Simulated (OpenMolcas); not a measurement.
# Run report: BH2Cl, single-point calculation (part 3 of 3)

Continued. System: BH2Cl. Method: CPF/6-31G*, RHF (OpenMolcas 26.06). The geometry comes from this level: GFN2-xTB.

Geometry of the input (Å):
```
B  0.0693  0.1144  -0.0004
H  1.2401  0.0707  0.0155
H  -0.5121  1.1316  -0.0190
Cl -0.7973  -1.3167  0.0038
```

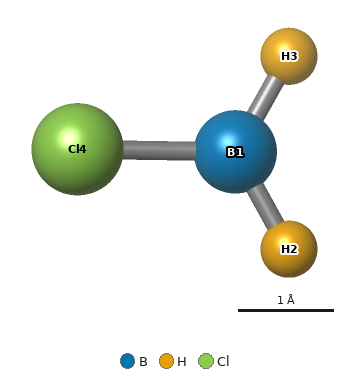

Fig. 1: The structure as given in the input (ball-and-stick view, seen on its broad side; atoms are numbered from 1 in the order of the input).

### Output, continued
```
        1 B1     1s        -0.0000   -0.0534    0.1109    0.0000    0.0000    0.1428    0.0000    0.0162   -0.0000    0.0000
        2 B1     2s         0.0000    0.1096   -0.5207   -0.0002   -0.0002   -0.8797   -0.0002   -0.1836    0.0000   -0.0001
        3 B1     *s        -0.0000    0.0403   -0.4399   -0.0002   -0.0001   -0.3221   -0.0000    0.2249   -0.0000    0.0000
        4 B1     2px       -0.0022   -0.1683    0.3242    0.0074    0.5311   -0.3283   -0.7369   -0.0009    0.0001    0.0010
        5 B1     *px       -0.0012   -0.0372    0.1179    0.0038    0.5536   -0.1262    0.4727    0.0272   -0.0001    0.0006
        6 B1     2py        0.0015   -0.2780    0.5354   -0.0056   -0.3218   -0.5422    0.4460   -0.0014   -0.0001   -0.0009
        7 B1     *py        0.0009   -0.0615    0.1946   -0.0029   -0.3352   -0.2080   -0.2862    0.0449    0.0001   -0.0005
        8 B1     2pz        0.1566    0.0007   -0.0013   -0.5464    0.0105    0.0015   -0.0145   -0.0000    0.0000   -0.0764
        9 B1     *pz        0.0872    0.0001   -0.0004   -0.2802    0.0109    0.0006    0.0093   -0.0001   -0.0000   -0.0472
       10 B1     *200       0.0002   -0.0024   -0.0063   -0.0006   -0.0656    0.0151   -0.1059   -0.0314   -0.0008    0.0013
       11 B1     *110       0.0002    0.0292   -0.0479   -0.0005   -0.0687    0.0128   -0.1108    0.0472    0.0012    0.0011
       12 B1     *101      -0.0166   -0.0003   -0.0005    0.0447   -0.0010   -0.0010   -0.0016   -0.0023    0.0643   -0.1008
       13 B1     *020      -0.0003    0.0129   -0.0314    0.0008    0.0656    0.0217    0.1059   -0.0067   -0.0004   -0.0018
       14 B1     *011      -0.0275    0.0001    0.0007    0.0739   -0.0023    0.0008   -0.0038    0.0016   -0.0389   -0.1664
       15 B1     *002       0.0001   -0.0028    0.0320   -0.0002    0.0000    0.0491    0.0000    0.0373    0.0013    0.0005
       16 H2     1s        -0.0000   -0.0577    0.1025   -0.0000   -0.3589    0.5227    0.1708    0.0615   -0.0000    0.0000
       17 H2     *s        -0.0001   -0.0776    0.0637    0.0000   -0.6244    0.4863    0.1266   -0.0562    0.0000    0.0001
       18 H3     1s        -0.0000   -0.0577    0.1025   -0.0000    0.3592    0.5226   -0.1706    0.0615    0.0000    0.0000
       19 H3     *s        -0.0001   -0.0776    0.0638    0.0000    0.6246    0.4860   -0.1265   -0.0562   -0.0000    0.0001
       20 CL4    1s        -0.0000   -0.0078    0.0258    0.0000   -0.0000    0.0020    0.0000    0.0003   -0.0000    0.0000
       21 CL4    2s         0.0000    0.0394   -0.1157   -0.0001    0.0000    0.0038   -0.0000   -0.0019    0.0000   -0.0000
       22 CL4    3s        -0.0000   -0.0806    0.3424    0.0002   -0.0000    0.0516    0.0000    0.0036   -0.0000    0.0000
       23 CL4    *s        -0.0001   -0.1697    0.4432    0.0003   -0.0000   -0.2436   -0.0000   -0.0097    0.0000   -0.0000
       24 CL4    2px        0.0034   -0.1305   -0.1092    0.0026    0.0888   -0.0057   -0.0694   -0.0166    0.0000    0.0020
       25 CL4    3px       -0.0088    0.3286    0.3635   -0.0086   -0.3067    0.0179    0.2759    0.0623   -0.0000   -0.0079
       26 CL4    *px       -0.0046    0.1126    0.1510    0.0032    0.0262   -0.0918   -0.4082   -0.0601    0.0001    0.0085
       27 CL4    2py       -0.0030   -0.2155   -0.1803   -0.0023   -0.0538   -0.0094    0.0420   -0.0275   -0.0000   -0.0017
       28 CL4    3py        0.0078    0.5427    0.6004    0.0076    0.1857    0.0293   -0.1670    0.1028    0.0000    0.0066
       29 CL4    *py        0.0040    0.1860    0.2494   -0.0024   -0.0159   -0.1515    0.2471   -0.0992   -0.0000   -0.0072
       30 CL4    2pz       -0.2648    0.0008    0.0007   -0.1999    0.0017    0.0000   -0.0014    0.0001    0.0000   -0.1549
       31 CL4    3pz        0.6843   -0.0020   -0.0022    0.6710   -0.0060   -0.0000    0.0054   -0.0003   -0.0000    0.6044
       32 CL4    *pz        0.3537   -0.0008   -0.0006   -0.2347    0.0005    0.0004   -0.0080    0.0002    0.0000   -0.6556
       33 CL4    *200      -0.0002   -0.0002    0.0161    0.0023    0.2020    0.0185    0.2874   -0.3635   -0.0112   -0.0053
       34 CL4    *110      -0.0002    0.0335   -0.2992    0.0017    0.2113    0.0646    0.3006    0.4891    0.0160   -0.0043
       35 CL4    *101       0.0166   -0.0001    0.0019   -0.1747    0.0030    0.0013    0.0043   -0.0271    0.8503    0.4038
       36 CL4    *020       0.0003    0.0174   -0.1404   -0.0032   -0.2019    0.0526   -0.2873   -0.1077   -0.0056    0.0073
       37 CL4    *011       0.0274   -0.0001    0.0009   -0.2884    0.0072   -0.0017    0.0101    0.0190   -0.5148    0.6668
       38 CL4    *002      -0.0001   -0.0088    0.0712    0.0009   -0.0000   -0.0590   -0.0001    0.4698    0.0167   -0.0020

          Orbital           21        22        23        24        25        26        27        28        29        30
          Occ. No.          0.0109    0.0100    0.0078    0.0060    0.0053    0.0048    0.0026    0.0026    0.0018    0.0017

        1 B1     1s         0.0441    0.0000    0.0104    0.0028    0.0000   -0.0000    0.0000    0.0077    0.0622   -0.0001
        2 B1     2s         0.0755   -0.0001   -0.4072    0.8174    0.0003   -0.0000   -0.0000   -0.9587   -0.8363    0.0009
        3 B1     *s         0.1201    0.0000   -0.0452   -0.5792   -0.0003    0.0000    0.0000    1.3675   -0.4997    0.0010
        4 B1     2px        0.1329   -0.4484   -0.0616    0.1718    0.0078    0.0116    0.0001    0.3858    0.2579    0.0059
        5 B1     *px        0.1242    0.0988    0.1953   -0.1791    0.0020   -0.4151   -0.0002   -0.6491    0.1673   -0.0051
        6 B1     2py        0.2194    0.2714   -0.1018    0.2838   -0.0063   -0.0071   -0.0000    0.6371    0.4260   -0.0056
        7 B1     *py        0.2051   -0.0598    0.3225   -0.2958   -0.0019    0.2514    0.0001   -1.0719    0.2764    0.0034
        8 B1     2pz       -0.0006   -0.0088    0.0003   -0.0006   -0.5870    0.0002   -0.0000   -0.0018   -0.0019   -0.4731
        9 B1     *pz       -0.0006    0.0019   -0.0009    0.0009   -0.1569   -0.0082   -0.0000    0.0031   -0.0004    0.3644
       10 B1     *200      -0.0383   -0.0729   -0.0522    0.1077    0.0019    0.1480   -0.0113    0.1240   -0.0450   -0.0062
       11 B1     *110       0.1809   -0.0762    0.1066   -0.2890    0.0014    0.1549    0.0159   -0.6127    0.3797   -0.0056
       12 B1     *101      -0.0019   -0.0011   -0.0044    0.0100   -0.1421    0.0024    0.8531    0.0066   -0.0077    0.4719
       13 B1     *020       0.0563    0.0729    0.0036   -0.0435   -0.0026   -0.1480   -0.0055   -0.1965    0.1536    0.0082
       14 B1     *011       0.0003   -0.0026    0.0029   -0.0060   -0.2346    0.0051   -0.5164   -0.0011    0.0050    0.7793
       15 B1     *002      -0.0410    0.0000    0.0721   -0.1507    0.0006   -0.0000    0.0168    0.1249    0.1114   -0.0024
       16 H2     1s        -0.0317    0.0637   -0.2132    0.3612    0.0001    0.6074   -0.0001   -0.3640    0.3999   -0.0005
       17 H2     *s        -0.0360    0.1262    0.2058   -0.3487   -0.0001   -0.5575    0.0003    0.3320   -0.4811    0.0005
       18 H3     1s        -0.0317   -0.0636   -0.2132    0.3611    0.0001   -0.6074    0.0001   -0.3641    0.4001   -0.0005
       19 H3     *s        -0.0359   -0.1261    0.2058   -0.3487   -0.0001    0.5575   -0.0003    0.3319   -0.4812    0.0005
       20 CL4    1s         0.0237   -0.0000   -0.0800   -0.0361   -0.0000    0.0000    0.0000    0.0255   -0.0391    0.0001
       21 CL4    2s        -0.0446    0.0000    0.1753    0.0807    0.0000   -0.0000   -0.0000   -0.0608    0.0309   -0.0000
       22 CL4    3s         0.4952   -0.0000   -1.8647   -0.8920   -0.0002    0.0000    0.0000    0.6214   -1.1587    0.0016
       23 CL4    *s        -0.3687    0.0000    1.7155    0.6669    0.0001    0.0000   -0.0000   -1.3053    1.6713   -0.0024
       24 CL4    2px       -0.0895    0.2233   -0.0515   -0.0566   -0.0024    0.0540   -0.0000   -0.0506    0.0668    0.0000
       25 CL4    3px        0.3486   -0.8789    0.1972    0.2332    0.0102   -0.2482    0.0000    0.2213   -0.3270    0.0003
       26 CL4    *px       -0.3488    0.9525   -0.1301   -0.2004   -0.0137    0.5615   -0.0001   -0.3134    0.8274   -0.0030
       27 CL4    2py       -0.1478   -0.1352   -0.0850   -0.0935    0.0020   -0.0327    0.0000   -0.0835    0.1103   -0.0003
       28 CL4    3py        0.5758    0.5322    0.3256    0.3853   -0.0082    0.1502   -0.0000    0.3654   -0.5400    0.0009
       29 CL4    *py       -0.5761   -0.5767   -0.2148   -0.3311    0.0112   -0.3399    0.0000   -0.5176    1.3665   -0.0003
       30 CL4    2pz        0.0004    0.0044    0.0003    0.0002    0.1851    0.0011    0.0000    0.0002   -0.0003   -0.0103
       31 CL4    3pz       -0.0017   -0.0173   -0.0010   -0.0008   -0.7716   -0.0049   -0.0000   -0.0011    0.0016    0.0106
       32 CL4    *pz        0.0017    0.0187    0.0007    0.0006    1.0433    0.0111    0.0001    0.0015   -0.0038    0.1422
       33 CL4    *200       0.0016   -0.0491    0.1457    0.0609   -0.0020    0.2315    0.0012   -0.0733    0.0635   -0.0031
       34 CL4    *110       0.4196   -0.0514   -0.0590    0.0726   -0.0016    0.2421   -0.0018    0.4605    0.3284   -0.0028
       35 CL4    *101       0.0017   -0.0007    0.0019   -0.0012    0.1550    0.0034   -0.0940   -0.0014    0.0004    0.2319
       36 CL4    *020       0.2210    0.0491    0.1149    0.0989    0.0028   -0.2314    0.0007    0.1675    0.2352    0.0039
       37 CL4    *011      -0.0046   -0.0017   -0.0012    0.0004    0.2560    0.0082    0.0570   -0.0023   -0.0020    0.3830
       38 CL4    *002      -0.2385    0.0000    0.0959    0.0765   -0.0007   -0.0000   -0.0019   -0.2123   -0.0779   -0.0011

          Orbital           31        32        33        34        35        36        37
          Occ. No.          0.0015    0.0007    0.0006    0.0005    0.0003    0.0002    0.0002

        1 B1     1s        -0.0000   -0.0428   -0.0000   -0.0785    0.0000   -0.0796    0.0827
        2 B1     2s         0.0002    0.0960   -0.0001    1.3662   -0.0003    2.7975   -1.1669
        3 B1     *s        -0.0000    1.7517   -0.0001   -1.4452   -0.0001   -4.4944    1.5327
        4 B1     2px        0.1603   -0.0667    0.5083    0.1745   -0.0115    0.0794    0.0170
        5 B1     *px       -0.3753   -0.1469   -3.2855   -1.2498    0.0185    0.8118   -0.3860
        6 B1     2py       -0.0971   -0.1102   -0.3078    0.2884    0.0095    0.1311    0.0280
        7 B1     *py        0.2270   -0.2426    1.9889   -2.0642   -0.0151    1.3409   -0.6374
        8 B1     2pz        0.0032    0.0003    0.0100   -0.0008    0.8776   -0.0004   -0.0001
        9 B1     *pz       -0.0074    0.0007   -0.0647    0.0057   -1.4014   -0.0041    0.0019
       10 B1     *200       0.4504   -0.3997   -0.1841   -0.3808   -0.0025   -0.5343    0.2625
       11 B1     *110       0.4711    0.1818   -0.1925    0.5753   -0.0021   -0.4575   -0.0286
       12 B1     *101       0.0069   -0.0234   -0.0029   -0.0123    0.1925   -0.0053    0.0013
       13 B1     *020      -0.4504   -0.3045    0.1841   -0.0799    0.0035   -0.7735    0.2476
       14 B1     *011       0.0158    0.0179   -0.0064    0.0060    0.3180    0.0077   -0.0009
       15 B1     *002      -0.0000    0.4146    0.0000   -0.1487   -0.0009   -0.1434    0.2231
       16 H2     1s        -0.8172    0.5839   -0.1652   -0.1325   -0.0000   -0.0063   -0.0799
       17 H2     *s         0.8568   -0.7764    2.6872    1.6622    0.0000    0.7631   -0.0829
       18 H3     1s         0.8170    0.5838    0.1652   -0.1326   -0.0000   -0.0063   -0.0798
       19 H3     *s        -0.8565   -0.7764   -2.6868    1.6621    0.0000    0.7629   -0.0829
       20 CL4    1s         0.0000    0.0180    0.0000    0.0028   -0.0000   -0.0544   -0.1421
       21 CL4    2s        -0.0000   -0.0250    0.0000    0.0455    0.0000    0.1246    0.7749
       22 CL4    3s         0.0001    0.5368    0.0000    0.1895   -0.0000   -2.0491   -4.7020
       23 CL4    *s        -0.0003   -1.0285   -0.0002   -1.6973    0.0002    3.1505   -1.7420
       24 CL4    2px       -0.0060   -0.0318    0.0380    0.0084   -0.0006   -0.0211   -0.0066
       25 CL4    3px        0.0022    0.1500   -0.1873   -0.0374    0.0032    0.0913    0.0434
       26 CL4    *px        0.2107   -0.4240    0.9475   -0.4377   -0.0101    0.9603   -0.4498
       27 CL4    2py        0.0036   -0.0526   -0.0230    0.0139    0.0005   -0.0349   -0.0109
       28 CL4    3py       -0.0013    0.2477    0.1134   -0.0618   -0.0026    0.1508    0.0717
       29 CL4    *py       -0.1278   -0.7002   -0.5738   -0.7228    0.0085    1.5859   -0.7429
       30 CL4    2pz       -0.0001    0.0002    0.0007   -0.0000    0.0484    0.0001    0.0000
       31 CL4    3pz        0.0000   -0.0008   -0.0037    0.0002   -0.2435   -0.0005   -0.0002
       32 CL4    *pz        0.0041    0.0021    0.0187    0.0023    0.7772   -0.0047    0.0022
       33 CL4    *200       0.1494   -0.0050    0.1138    0.0127   -0.0016    0.3710    1.3597
       34 CL4    *110       0.1562   -0.0873    0.1190   -0.1445   -0.0013    0.3868   -0.0991
       35 CL4    *101       0.0022    0.0031    0.0017   -0.0002    0.1223   -0.0015    0.0003
       36 CL4    *020      -0.1494   -0.0507   -0.1138   -0.0628    0.0022    0.5733    1.3079
       37 CL4    *011       0.0053   -0.0020    0.0040    0.0013    0.2020   -0.0016    0.0005
       38 CL4    *002      -0.0000   -0.0866   -0.0000    0.0820   -0.0006    0.2676    1.3900
--

++    Molecular charges:
      ------------------

      Mulliken charges per centre and basis function type
      ---------------------------------------------------

                B1      H2      H3      CL4
      1s       1.9972  0.5175  0.5175  1.9989
      2s       0.5727  0.0000  0.0000  1.9983
      2px      0.6867  0.0000  0.0000  1.9943
      2pz      0.1242  0.0000  0.0000  1.9938
      2py      0.6184  0.0000  0.0000  1.9933
      3s       0.0000  0.0000  0.0000  1.3619
      3px      0.0000  0.0000  0.0000  1.2500
      3pz      0.0000  0.0000  0.0000  1.1709
      3py      0.0000  0.0000  0.0000  1.1481
      *s       0.3973  0.4736  0.4736  0.5684
      *110     0.0256  0.0000  0.0000  0.0216
      *101     0.0059  0.0000  0.0000  0.0130
      *020     0.0481  0.0000  0.0000  0.0198
      *011     0.0115  0.0000  0.0000  0.0148
      *002    -0.0111  0.0000  0.0000  0.0036
      *200     0.0530  0.0000  0.0000  0.0061
      *px      0.2078  0.0000  0.0000  0.5279
      *pz      0.0923  0.0000  0.0000  0.5921
      *py      0.1260  0.0000  0.0000  0.3853
      Total    4.9556  0.9911  0.9911 17.0621

      N-E      0.0444  0.0089  0.0089 -0.0621

      Total electronic charge=   24.000000

      Total            charge=    0.000000
--

++    Molecular properties:
      ---------------------

      Dipole Moment (debye):
      Origin of the operator (angstrom)=   -0.5497   -0.9079    0.0026
                   X=  2.0245E-01               Y=  3.3417E-01               Z= -1.1429E-03           Total=  3.9071E-01
      Quadrupole Moment (debye*angstrom):
      Origin of the operator (angstrom)=   -0.5497   -0.9079    0.0026
                  XX= -2.0294E+01              XY=  3.3305E-01              XZ= -2.4302E-02              YY= -1.9945E+01
                  YZ=  1.7334E-02              ZZ= -1.8728E+01
      In traceless form (debye*angstrom)
                  XX= -9.5684E-01              XY=  4.9958E-01              XZ= -3.6453E-02              YY= -4.3464E-01
                  YZ=  2.6001E-02              ZZ=  1.3915E+00
--

--- Stop Module: cpf /rc=_RC_ALL_IS_WELL_ ---

.##################.
.# Happy landing! #.
.##################.

    Timing: Wall=1.56 User=1.25 System=0.29
```

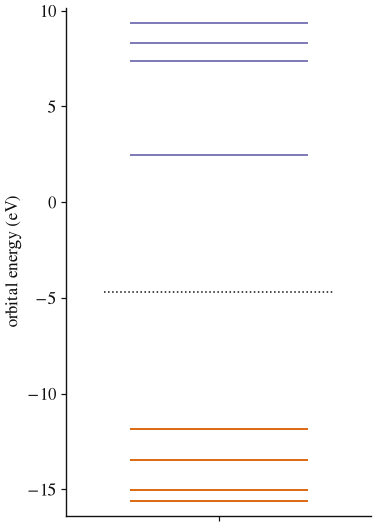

Fig. 2: Orbital energies near the frontier; the dotted line parts filled from empty levels, and levels within 0.02 eV of each other stand side by side. Highest filled −11.86 eV, lowest empty 2.46 eV, 14.32 eV apart.

### Summary

| quantity | value |
| --- | --- |
| outcome | converged |
| total energy | −485.580317 hartree |
| SCF energy | −485.347806 hartree |
| correlation energy | −0.232511 hartree |
| basis functions | 38 |
| HOMO | −11.86 eV |
| LUMO | 2.46 eV |
| dipole moment | 0.81 debye |
| hardware | 1 thread of Arm Neoverse V2, 24 GiB of memory available, shared host |
| wall time | 1.8 s |
| peak memory | 0.37 GiB |
